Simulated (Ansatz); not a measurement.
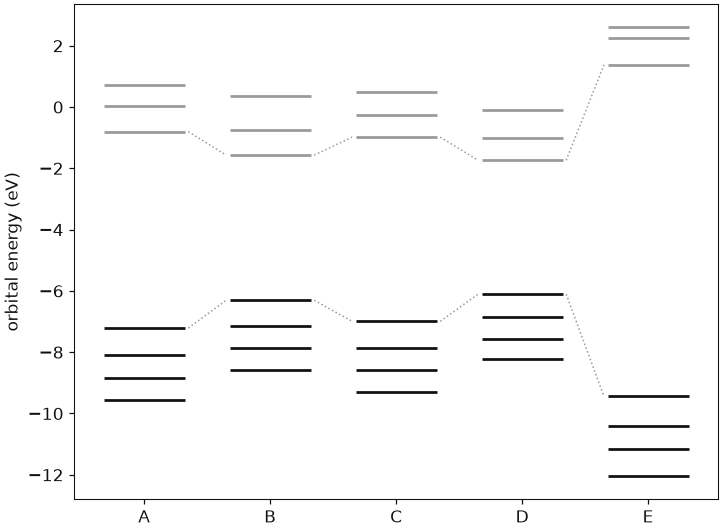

Frontier orbital energies of C₃H₅BrSi, SMILES [SiH3]C1=C(Br)C1 at one geometry, def2-TZVPP, the Ansatz code 0.2.0, at a PBE0-D4/def2-TZVP geometry (no frequency check). Empty levels are grey, levels within 0.1 eV stand side by side; all columns show the same few orbitals around the gap. Dotted lines join the HOMOs and the LUMOs.

Question: The columns come from B3LYP, PBE, PBE0, r2SCAN and ωB97X-V. Which is which?

Answer: A: PBE0 (HOMO −7.21, LUMO −0.81, separation 6.41 eV)
B: r2SCAN (HOMO −6.31, LUMO −1.57, separation 4.74 eV)
C: B3LYP (HOMO −6.99, LUMO −0.98, separation 6.01 eV)
D: PBE (HOMO −6.11, LUMO −1.74, separation 4.37 eV)
E: ωB97X-V (HOMO −9.45, LUMO 1.38, separation 10.82 eV)

Limits of at least one run: empty levels above zero depend strongly on the basis; no scalar relativity up to krypton; spin-orbit coupling is left out, and with Br it can shift these levels and split any degenerate set.
